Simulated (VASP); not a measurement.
# Which face does V expose?, part 4 of 6

Aim: compare the low-index faces of V at one level of theory.

VASP 6.6.1; PBE, no spin polarisation; plane waves and PAW (V).

So far. Step 4 (Relaxing the slab, 7 atoms, face V(110)): The run ended after 12 ionic steps, 0.076 eV below its first step, once the forces on the free atoms met EDIFFG = -0.03. Step 5 (Potential and states of the slab, 7 atoms, face V(110)): The vacuum level lies 4.74 eV above the Fermi level at the upper face; both faces agree, as the slab has next to no dipole.

### 6. Relaxing the slab, 9 atoms, face V(100)

System of this step: V(100). The cell holds 9 atoms: 9 V. Its edges and angles: a = 2.978 Å, b = 2.978 Å, c = 26.911 Å, α = 90.0°, β = 90.0°, γ = 90.0°. It derives from V. 9 layers of bcc V, cut at this functional's lattice. Vacuum lies along c.

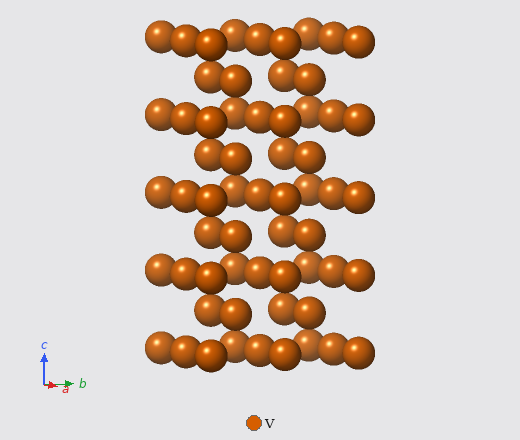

The cell of this step (vanadium orange). 2×2×1 cells are drawn. Some periodic images of atoms are drawn too.

INCAR reads:

```
SYSTEM = V
PREC = Normal
ENCUT = 320
EDIFF = 1E-05
NELM = 120
ISMEAR = 1
SIGMA = 0.15
LREAL = .FALSE.
ALGO = Fast
GGA = PE
NBANDS = 31
LASPH = .TRUE.
LORBIT = 11
LWAVE = .FALSE.
LCHARG = .FALSE.
KPAR = 4
IBRION = 2
NSW = 40
ISIF = 2
EDIFFG = -0.03
POTIM = 0.4
MAXMIX = 40
```

POSCAR reads:

```
V
1.0
    2.9778361410      0.0000000000      0.0000000000
    0.0000000000      2.9778361410      0.0000000000
    0.0000000000      0.0000000000     26.9113445640
V
9
Direct
    0.0000000000      0.0000000000      0.2786928800
    0.5000000000      0.5000000000      0.3340196600
    0.0000000000      0.0000000000      0.3893464400
    0.5000000000      0.5000000000      0.4446732200
    0.0000000000      0.0000000000      0.5000000000
    0.5000000000      0.5000000000      0.5553267800
    0.0000000000      0.0000000000      0.6106535600
    0.5000000000      0.5000000000      0.6659803400
    0.0000000000      0.0000000000      0.7213071200
```

KPOINTS reads:

```
Automatic mesh
0
Gamma
10 10 1
0 0 0
```

PAW data sets: V (PBE family, release 64).

Command:

```
$ mpirun -np 4 vasp_std
```

Output:

```text
[banner, memory and clock lines left out]
running    4 mpi-ranks, on    1 nodes
 distrk:  each k-point on    1 cores,    4 groups
 distr:  one band on    1 cores,    1 groups

 POSCAR found type information on POSCAR V
 POSCAR found :  1 types and       9 ions
 LDA part: xc-table for (Slater+PW92), standard interpolation
 POSCAR, INCAR and KPOINTS ok, starting setup
 FFT: planning ... GRIDC
 FFT: planning ... GRID_SOFT
 FFT: planning ... GRID
 WAVECAR not read
 entering main loop
       N       E                     dE             d eps       ncg     rms          rms(c)
DAV:   1     0.283498101629E+03    0.28350E+03   -0.11394E+04  1302   0.975E+02
DAV:   2    -0.433367445729E+02   -0.32683E+03   -0.31124E+03  1302   0.286E+02
DAV:   3    -0.931988243288E+02   -0.49862E+02   -0.46307E+02  2153   0.129E+02
DAV:   4    -0.965410153856E+02   -0.33422E+01   -0.32513E+01  1966   0.500E+01
DAV:   5    -0.966835101449E+02   -0.14249E+00   -0.14104E+00  2164   0.766E+00    0.355E+01
RMM:   6    -0.107522361620E+03   -0.10839E+02   -0.11018E+02  2176   0.212E+02    0.515E+01
RMM:   7    -0.829779805334E+02    0.24544E+02   -0.90005E+01  1591   0.104E+02    0.190E+01
RMM:   8    -0.928115432405E+02   -0.98336E+01   -0.92524E+01  1592   0.101E+02    0.248E+01
RMM:   9    -0.751005615260E+02    0.17711E+02   -0.39678E+01  1502   0.519E+01    0.106E+01
RMM:  10    -0.770795767710E+02   -0.19790E+01   -0.31682E+01  1706   0.306E+01    0.999E+00
RMM:  11    -0.767699002579E+02    0.30968E+00   -0.13715E+01  1623   0.200E+01    0.665E+00
RMM:  12    -0.771887113970E+02   -0.41881E+00   -0.67337E+00  1661   0.134E+01    0.551E+00
RMM:  13    -0.775416961644E+02   -0.35298E+00   -0.47901E+00  1586   0.116E+01    0.524E+00
RMM:  14    -0.775942445672E+02   -0.52548E-01   -0.26087E+00  1542   0.111E+01    0.448E+00
RMM:  15    -0.774699526061E+02    0.12429E+00   -0.13583E+00  1427   0.842E+00    0.258E+00
RMM:  16    -0.775246712671E+02   -0.54719E-01   -0.85520E-01  1792   0.334E+00    0.176E+00
RMM:  17    -0.775308865171E+02   -0.62152E-02   -0.23107E-01  1519   0.256E+00    0.147E+00
RMM:  18    -0.775364387852E+02   -0.55523E-02   -0.12301E-01  1871   0.936E-01    0.104E+00
RMM:  19    -0.775538697091E+02   -0.17431E-01   -0.75817E-02  1754   0.109E+00    0.536E-01
RMM:  20    -0.775845671777E+02   -0.30697E-01   -0.16906E-01  1790   0.439E-01    0.480E-01
RMM:  21    -0.775994066735E+02   -0.14839E-01   -0.12741E-01  1653   0.343E-01    0.380E-01
RMM:  22    -0.776066290278E+02   -0.72224E-02   -0.59843E-02  1762   0.285E-01    0.280E-01
RMM:  23    -0.776103750518E+02   -0.37460E-02   -0.29250E-02  1609   0.261E-01    0.123E-01
RMM:  24    -0.776119191895E+02   -0.15441E-02   -0.13640E-02  1814   0.183E-01    0.867E-02
RMM:  25    -0.776131507854E+02   -0.12316E-02   -0.41199E-03  1718   0.993E-02    0.958E-02
RMM:  26    -0.776175233458E+02   -0.43726E-02   -0.17233E-02  1326   0.686E-02    0.795E-02
RMM:  27    -0.776220673124E+02   -0.45440E-02   -0.28989E-02  1141   0.533E-02    0.687E-02
RMM:  28    -0.776235910896E+02   -0.15238E-02   -0.77999E-03   935   0.444E-02    0.683E-02
RMM:  29    -0.776238331265E+02   -0.24204E-03   -0.86312E-04   918   0.281E-02    0.686E-02
RMM:  30    -0.776239500407E+02   -0.11691E-03   -0.30547E-04   897   0.245E-02    0.646E-02
[...]
RMM:  39    -0.776253692989E+02    0.33839E-03   -0.19184E-04  1713   0.109E-01    0.160E-01
RMM:  40    -0.776249258832E+02    0.44342E-03   -0.65218E-04  2225   0.162E-01    0.144E-01
RMM:  41    -0.776244462723E+02    0.47961E-03   -0.67434E-04  2129   0.123E-01    0.101E-01
RMM:  42    -0.776243332998E+02    0.11297E-03   -0.17722E-04  1613   0.784E-02    0.575E-02
RMM:  43    -0.776243144312E+02    0.18869E-04   -0.38429E-05  1067   0.455E-02    0.486E-02
RMM:  44    -0.776243104708E+02    0.39604E-05   -0.23680E-04  1978   0.848E-02    0.340E-02
RMM:  45    -0.776243316775E+02   -0.21207E-04    0.30386E-06   808   0.229E-02    0.414E-02
RMM:  46    -0.776242862322E+02    0.45445E-04    0.83830E-05   813   0.513E-02    0.227E-02
RMM:  47    -0.776242401324E+02    0.46100E-04    0.14454E-04   993   0.322E-02    0.144E-02
RMM:  48    -0.776242200984E+02    0.20034E-04    0.16434E-04   802   0.222E-02    0.150E-02
RMM:  49    -0.776242080637E+02    0.12035E-04    0.76401E-05   793   0.282E-02    0.163E-02
RMM:  50    -0.776242088131E+02   -0.74946E-06    0.59619E-05   796   0.189E-02
   1 F= -.77624209E+02 E0= -.77625018E+02  d E =-.776242E+02
 curvature:   0.00 expect dE= 0.000E+00 dE for cont linesearch  0.000E+00
 trial: gam= 0.00000 g(F)=  0.156E+00 g(S)=  0.000E+00 ort = 0.000E+00 (trialstep = 0.100E+01)
 search vector abs. value=  0.156E+00
 bond charge predicted
       N       E                     dE             d eps       ncg     rms          rms(c)
DAV:   1    -0.777878697411E+02   -0.16366E+00   -0.72111E+00  1512   0.122E+01    0.160E+00
RMM:   2    -0.778048048437E+02   -0.16935E-01   -0.23745E-01  1323   0.444E+00    0.184E+00
RMM:   3    -0.777793595287E+02    0.25445E-01   -0.25751E-01  1308   0.568E+00    0.109E+00
RMM:   4    -0.777910325986E+02   -0.11673E-01   -0.27714E-01  1714   0.254E+00    0.164E+00
RMM:   5    -0.777615098290E+02    0.29523E-01   -0.92553E-02  1361   0.273E+00    0.107E+00
RMM:   6    -0.777610595702E+02    0.45026E-03   -0.77653E-02  1673   0.104E+00    0.764E-01
RMM:   7    -0.777561080533E+02    0.49515E-02   -0.17892E-02  1493   0.880E-01    0.456E-01
RMM:   8    -0.777562815000E+02   -0.17345E-03   -0.71605E-03  1791   0.336E-01    0.430E-01
RMM:   9    -0.777559709902E+02    0.31051E-03   -0.16925E-03  1522   0.263E-01    0.343E-01
RMM:  10    -0.777555629730E+02    0.40802E-03   -0.15125E-03  1378   0.371E-01    0.304E-01
RMM:  11    -0.777556896353E+02   -0.12666E-03   -0.13469E-03  1790   0.129E-01    0.294E-01
RMM:  12    -0.777570470378E+02   -0.13574E-02   -0.20511E-03  1655   0.296E-01    0.415E-01
RMM:  13    -0.777572915567E+02   -0.24452E-03   -0.43315E-04  1681   0.999E-02    0.417E-01
RMM:  14    -0.777565000558E+02    0.79150E-03   -0.47595E-04  1507   0.196E-01    0.317E-01
RMM:  15    -0.777558023894E+02    0.69767E-03   -0.13446E-03  1855   0.270E-01    0.200E-01
RMM:  16    -0.777556786541E+02    0.12374E-03   -0.16120E-04  1537   0.770E-02    0.164E-01
RMM:  17    -0.777552359474E+02    0.44271E-03   -0.10877E-03  1985   0.241E-01    0.481E-02
RMM:  18    -0.777552210464E+02    0.14901E-04   -0.11728E-04  1305   0.783E-02    0.201E-02
RMM:  19    -0.777552273833E+02   -0.63370E-05   -0.59722E-05  1070   0.355E-02
   2 F= -.77755227E+02 E0= -.77755640E+02  d E =-.131019E+00
[... from here on, the cycles between the ionic steps are left out ...]
   3 F= -.77844328E+02 E0= -.77843529E+02  d E =-.220120E+00
   4 F= -.77855703E+02 E0= -.77855170E+02  d E =-.113749E-01
   5 F= -.77860233E+02 E0= -.77860061E+02  d E =-.159043E-01
   6 F= -.77860276E+02 E0= -.77860060E+02  d E =-.159475E-01
   7 F= -.77860285E+02 E0= -.77860080E+02  d E =-.159565E-01
   8 F= -.77861540E+02 E0= -.77861311E+02  d E =-.125510E-02
   9 F= -.77862544E+02 E0= -.77862323E+02  d E =-.225931E-02
  10 F= -.77863352E+02 E0= -.77863101E+02  d E =-.807548E-03
  11 F= -.77865139E+02 E0= -.77864807E+02  d E =-.259471E-02
  12 F= -.77865513E+02 E0= -.77865027E+02  d E =-.296871E-02
  13 F= -.77865858E+02 E0= -.77865431E+02  d E =-.331391E-02
 curvature:  -6.73 expect dE=-0.328E-02 dE for cont linesearch -0.172E-04
 trial: gam= 0.28803 g(F)=  0.487E-03 g(S)=  0.000E+00 ort = 0.834E-04 (trialstep = 0.174E+01)
 search vector abs. value=  0.761E-03
 bond charge predicted
       N       E                     dE             d eps       ncg     rms          rms(c)
DAV:   1    -0.778668261845E+02   -0.97310E-03   -0.10811E-01  1330   0.142E+00    0.166E-01
RMM:   2    -0.778664241071E+02    0.40208E-03   -0.22445E-03  1318   0.516E-01    0.458E-02
RMM:   3    -0.778664867826E+02   -0.62676E-04   -0.76812E-04  1549   0.185E-01    0.234E-02
RMM:   4    -0.778665000802E+02   -0.13298E-04   -0.27925E-04  1673   0.864E-02    0.197E-02
RMM:   5    -0.778664981334E+02    0.19468E-05   -0.25400E-05   894   0.442E-02
  14 F= -.77866498E+02 E0= -.77866048E+02  d E =-.639930E-03
 trial-energy change:   -0.000640  1 .order   -0.000632   -0.000890   -0.000374
 step:   3.0009(harm=  3.0009)  dis= 0.00928  next Energy=   -77.866625 (dE=-0.767E-03)
 reached required accuracy - stopping structural energy minimisation
```

It took 5.5 min on 4 MPI ranks of AMD EPYC 7R43, shared host; peak memory 0.7 GiB; 22 min of CPU time.

From OUTCAR (step 6):

```text
   k-points           NKPTS =     21   k-points in BZ     NKDIM =     21   number of bands    NBANDS=     31

   ENCUT  =  320.0 eV  23.52 Ry    4.85 a.u.   4.34  4.34 39.25*2*pi/ulx,y,z

   NELECT =      45.0000    total number of electrons

 E-fermi :   1.4423

 k-point     1 :       0.0000    0.0000    0.0000
  band No.  band energies     occupation
    ...
     10      -1.0251      2.00000
     11      -0.9990      2.00000
     12      -0.9755      2.00000
     13      -0.1855      2.00000
     14       0.7344      2.00000
     15       1.4952      0.44186
     16       1.4988      0.40959
     17       1.6650     -0.05665
     18       1.7031     -0.03376
     19       1.7275     -0.02171
    ...

  Total       -1.7321002     -1.7321002     -0.2765429      0.0000000      0.0000000      0.0000000
  in kB      -11.6291134    -11.6291134     -1.8566760      0.0000000      0.0000000      0.0000000
  external PRESSURE =      -8.3716343 kB  Pullay stress =       0.0000000 kB

 POSITION                                       TOTAL-FORCE (eV/Angst)
 -----------------------------------------------------------------------------------
      0.00000      0.00000      7.66666         0.000000      0.000000      0.022657
      1.48892      1.48892      8.95763         0.000000     -0.000000      0.012274
      0.00000      0.00000     10.44974         0.000000     -0.000000     -0.017899
      1.48892      1.48892     11.98237         0.000000      0.000000     -0.013433
      0.00000      2.97784     13.45567         0.000000     -0.000000      0.000000
      1.48892      1.48892     14.92898        -0.000000      0.000000      0.013433
      0.00000      0.00000     16.46160         0.000000     -0.000000      0.017899
      1.48892      1.48892     17.95372         0.000000     -0.000000     -0.012274
      0.00000      0.00000     19.24469         0.000000     -0.000000     -0.022657
 -----------------------------------------------------------------------------------
    total drift:                                0.000000      0.000000     -0.000000

  FREE ENERGIE OF THE ION-ELECTRON SYSTEM (eV)
  ---------------------------------------------------
  free  energy   TOTEN  =       -77.8664981334 eV

  energy  without entropy=      -77.8651490979  energy(sigma->0) =      -77.86604845

[... 1 part as in an earlier step ...]

[... 15 further parts left out ...]
```

CONTCAR:

```
V
   1.00000000000000
     2.9778361410000000    0.0000000000000000    0.0000000000000000
     0.0000000000000000    2.9778361410000000    0.0000000000000000
     0.0000000000000000    0.0000000000000000   26.9113445640000002
  V
     9
Direct
     0.0000000000000000    0.0000000000000000    0.2848857700441383
     0.5000000000000000    0.5000000000000000    0.3328569774917765
     0.0000000000000000    0.0000000000000000    0.3883024873794051
     0.5000000000000000    0.5000000000000000    0.4452533496811487
     0.0000000000000000    1.0000000000000000    0.5000000000000000
     0.5000000000000000    0.5000000000000000    0.5547466503188512
     0.0000000000000000    0.0000000000000000    0.6116975126205948
     0.5000000000000000    0.5000000000000000    0.6671430225082235
     0.0000000000000000    0.0000000000000000    0.7151142299558617
```

The run keeps the 16 symmetry operations of its start, so it cannot find a distortion of lower symmetry.

The steps of the relaxation:

```
step  energy less that of the first step (eV)  largest force (eV/Å)
   1                                   0.0000                1.0597
   2                                  -0.1310                0.7811
   3                                  -0.2201                0.2267
   4                                  -0.2315                0.1527
   5                                  -0.2360                0.0956
   6                                  -0.2361                0.0771
   7                                  -0.2361                0.0798
   8                                  -0.2373                0.0571
   9                                  -0.2383                0.0875
  10                                  -0.2391                0.0765
  11                                  -0.2409                0.0599
  12                                  -0.2413                0.0870
  13                                  -0.2416                0.0547
  14                                  -0.2423                0.0227
```

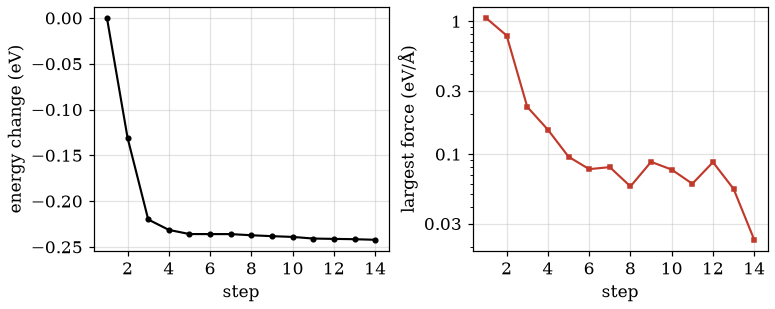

Energy and largest force along the relaxation.

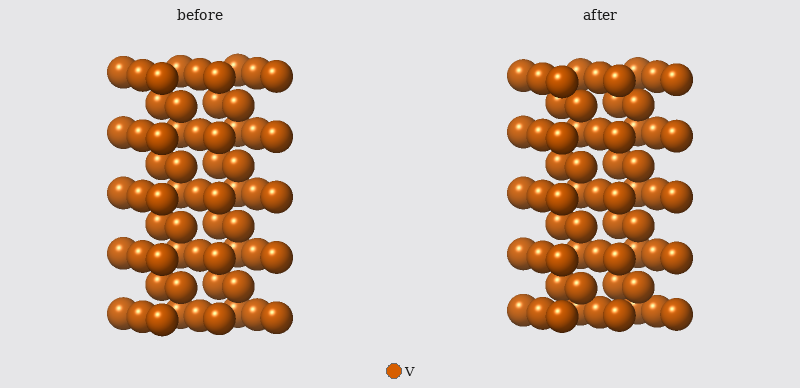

Before and after, at one scale.

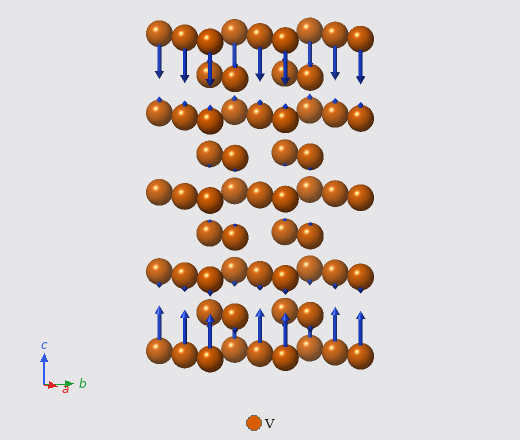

Displacements in the relaxation, exaggerated; the longest in the cell stands for 0.17 Å. 2×2×1 cells are drawn. Some periodic images of atoms are drawn too.

The atoms that moved most (Å):

```
atom     dx     dy      dz  length
  V1  0.000  0.000   0.167   0.167
  V9  0.000  0.000  -0.167   0.167
  V8  0.000  0.000   0.031   0.031
  V2  0.000  0.000  -0.031   0.031
  V3  0.000  0.000  -0.028   0.028
  V7  0.000  0.000   0.028   0.028
  V4  0.000  0.000   0.016   0.016
  V6  0.000  0.000  -0.016   0.016
```

Final coordinates:

```cif
data_structure
_symmetry_space_group_name_H-M 'P 1'
_symmetry_Int_Tables_number 1
_cell_length_a 2.9778
_cell_length_b 2.9778
_cell_length_c 26.9113
_cell_angle_alpha 90.000
_cell_angle_beta 90.000
_cell_angle_gamma 90.000
_cell_volume 238.64
loop_
_atom_site_label
_atom_site_type_symbol
_atom_site_fract_x
_atom_site_fract_y
_atom_site_fract_z
_atom_site_occupancy
V1 V 0.00000 0.00000 0.28489 1
V2 V 0.50000 0.50000 0.33286 1
V3 V 0.00000 0.00000 0.38830 1
V4 V 0.50000 0.50000 0.44525 1
V5 V 0.00000 0.00000 0.50000 1
V6 V 0.50000 0.50000 0.55475 1
V7 V 0.00000 0.00000 0.61170 1
V8 V 0.50000 0.50000 0.66714 1
V9 V 0.00000 0.00000 0.71511 1
```

Numbers from this step:

```yaml
electronic_steps: 145
electrons: 45
free_energy_toten: -77.8665 eV
energy_at_zero_smearing: -77.8660 eV
fermi_energy: 1.442 eV
```

The run ended after 14 ionic steps, 0.242 eV below its first step, once the forces on the free atoms met EDIFFG = -0.03.

(Part 4 of 6 ends here.)

[Lines on the potential files, build, host, timing and source positions are cut from VASP's logs without a mark.]

[Logs are printed without paths, hosts, clocks, repeated set-up lines and the standing remarks that a program may print on its own settings, such as how far it seeks lower states.]

[Hosts, paths, dates, database ids (printed as entryN), source tags and the programs' standing remarks are cut or masked in the printed files.]

[Runs that stopped without an error message from VASP are left out.]
